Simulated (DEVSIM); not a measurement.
Device: Ru/SiO2/p-GaSb capacitor, at 250 K.

```
layer (left to right)  material  thickness (nm)  Na (cm⁻³)
---------------------  --------  --------------  ---------
1                          SiO2            4.60          -
2                          GaSb            5700     1.1e16
```

Metal gate on the left, work function 4.7 eV. Fixed charge at the semiconductor interface -3.2e10 cm⁻² (in units of +e); no interface traps.

This is a model device: material constants are rounded textbook-type values typed into the input, and sizes, dopings and lifetimes were drawn at random. Values at 300 K; Nc and Nv go as T^1.5, mobilities as T to minus their exponent, the gap by Varshni's rule with the affinity fixed.

```csv
parameter,SiO2,GaSb
gap (eV),9,0.726
affinity (eV),0.9,4.06
permittivity,3.9,15.7
Nc (cm⁻³),-,2.1e17
Nv (cm⁻³),-,1.8e19
Varshni α (eV/K),-,0.00042
Varshni β (K),-,140
```

Model (solved in DEVSIM): 1D Poisson equation in equilibrium, Boltzmann statistics, complete ionisation; no quantum confinement or tunnelling. Metal contacts follow the ideal Schottky-Mott rule: no Fermi-level pinning, no interface dipoles.

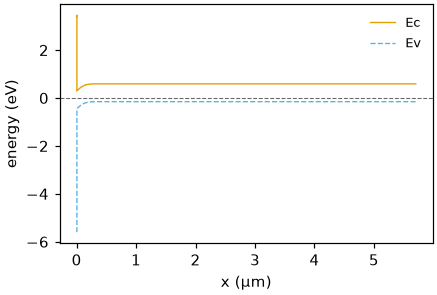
Band edges at 0.4 V on the gate

Energies count from the Fermi level of the right contact; mesh points crowd at the junctions.

```json
[
 {"x (μm)": "0.000", "Ec (eV)": "3.400", "Ev (eV)": "-5.600", "n (cm⁻³)": "< 1e2", "p (cm⁻³)": "< 1e2", "field (V/cm)": "120000"},
 {"x (μm)": "0.001166", "Ec (eV)": "3.414", "Ev (eV)": "-5.586", "n (cm⁻³)": "< 1e2", "p (cm⁻³)": "< 1e2", "field (V/cm)": "120000"},
 {"x (μm)": "0.002742", "Ec (eV)": "3.433", "Ev (eV)": "-5.567", "n (cm⁻³)": "< 1e2", "p (cm⁻³)": "< 1e2", "field (V/cm)": "120000"},
 {"x (μm)": "0.004133", "Ec (eV)": "3.450", "Ev (eV)": "-5.550", "n (cm⁻³)": "< 1e2", "p (cm⁻³)": "< 1e2", "field (V/cm)": "120000"},
 {"x (μm)": "0.005725", "Ec (eV)": "0.298", "Ev (eV)": "-0.446", "n (cm⁻³)": "1.5e11", "p (cm⁻³)": "1.4e10", "field (V/cm)": "26000"},
 {"x (μm)": "0.008594", "Ec (eV)": "0.306", "Ev (eV)": "-0.439", "n (cm⁻³)": "1.1e11", "p (cm⁻³)": "2.0e10", "field (V/cm)": "26000"},
 {"x (μm)": "0.01507", "Ec (eV)": "0.322", "Ev (eV)": "-0.422", "n (cm⁻³)": "5.1e10", "p (cm⁻³)": "4.2e10", "field (V/cm)": "25000"},
 {"x (μm)": "0.03668", "Ec (eV)": "0.374", "Ev (eV)": "-0.371", "n (cm⁻³)": "4.7e9", "p (cm⁻³)": "4.5e11", "field (V/cm)": "22000"},
 {"x (μm)": "0.07840", "Ec (eV)": "0.456", "Ev (eV)": "-0.289", "n (cm⁻³)": "1.0e8", "p (cm⁻³)": "2.0e13", "field (V/cm)": "17000"},
 {"x (μm)": "0.1725", "Ec (eV)": "0.561", "Ev (eV)": "-0.183", "n (cm⁻³)": "780000", "p (cm⁻³)": "2.7e15", "field (V/cm)": "5900"},
 {"x (μm)": "0.3720", "Ec (eV)": "0.591", "Ev (eV)": "-0.154", "n (cm⁻³)": "200000", "p (cm⁻³)": "1.1e16", "field (V/cm)": "73"},
 {"x (μm)": "1.094", "Ec (eV)": "0.591", "Ev (eV)": "-0.154", "n (cm⁻³)": "190000", "p (cm⁻³)": "1.1e16", "field (V/cm)": "≈ 0"},
 {"x (μm)": "2.380", "Ec (eV)": "0.591", "Ev (eV)": "-0.154", "n (cm⁻³)": "190000", "p (cm⁻³)": "1.1e16", "field (V/cm)": "≈ 0"},
 {"x (μm)": "4.157", "Ec (eV)": "0.591", "Ev (eV)": "-0.154", "n (cm⁻³)": "190000", "p (cm⁻³)": "1.1e16", "field (V/cm)": "≈ 0"},
 {"x (μm)": "5.182", "Ec (eV)": "0.591", "Ev (eV)": "-0.154", "n (cm⁻³)": "190000", "p (cm⁻³)": "1.1e16", "field (V/cm)": "≈ 0"},
 {"x (μm)": "5.465", "Ec (eV)": "0.591", "Ev (eV)": "-0.154", "n (cm⁻³)": "190000", "p (cm⁻³)": "1.1e16", "field (V/cm)": "≈ 0"},
 {"x (μm)": "5.599", "Ec (eV)": "0.591", "Ev (eV)": "-0.154", "n (cm⁻³)": "190000", "p (cm⁻³)": "1.1e16", "field (V/cm)": "≈ 0"},
 {"x (μm)": "5.659", "Ec (eV)": "0.591", "Ev (eV)": "-0.154", "n (cm⁻³)": "190000", "p (cm⁻³)": "1.1e16", "field (V/cm)": "≈ 0"},
 {"x (μm)": "5.689", "Ec (eV)": "0.591", "Ev (eV)": "-0.154", "n (cm⁻³)": "190000", "p (cm⁻³)": "1.1e16", "field (V/cm)": "≈ 0"},
 {"x (μm)": "5.698", "Ec (eV)": "0.591", "Ev (eV)": "-0.154", "n (cm⁻³)": "190000", "p (cm⁻³)": "1.1e16", "field (V/cm)": "≈ 0"},
 {"x (μm)": "5.702", "Ec (eV)": "0.591", "Ev (eV)": "-0.154", "n (cm⁻³)": "190000", "p (cm⁻³)": "1.1e16", "field (V/cm)": "≈ 0"},
 {"x (μm)": "5.705", "Ec (eV)": "0.591", "Ev (eV)": "-0.154", "n (cm⁻³)": "190000", "p (cm⁻³)": "1.1e16", "field (V/cm)": "≈ 0"}
]
```
